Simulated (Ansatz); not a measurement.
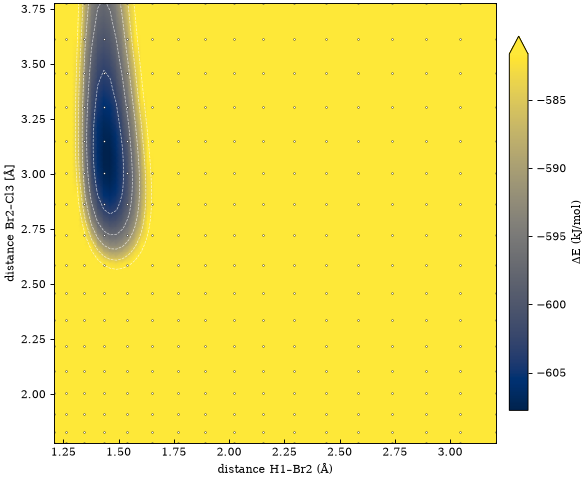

The system H⁻ + BrCl. The first coordinate is: distance H1–Br2; the second: distance Br2–Cl3. Nothing is relaxed (the angle H1–Br2–Cl3 is fixed at 180 degrees). Grid: 17 × 17 points. Points are written as (first, second). Energies: kJ/mol, counted from H with charge -1 far from the relaxed BrCl (each part in its own basis). The reference is spin-restricted, so regions where a bond is pulled apart into radicals lie too high. Level of theory: Ansatz 0.2.0, RKS PBE0-D4/def2-SVPD.

The picture shows a smooth colour map with a few white contour lines, dots at the grid points, one colour for all values above the top of the scale. Between grid points the surface is interpolated.

Q: Where is the minimum, and how stiff is the well along each coordinate?

A: The interpolated minimum is at distance H1–Br2 ≈ 1.449 Å, distance Br2–Cl3 ≈ 3.072 Å. The curvatures there are about 22 eV/Å² and 1.2 eV/Å², with a cross term of about 1 eV/Å². Round the minimum the valley is somewhat tilted: raising distance H1–Br2 shifts the best value of distance Br2–Cl3 downwards (coupling k₁₂/√(k₁₁k₂₂) about 0.2). (1 eV is 96.5 kJ/mol.)
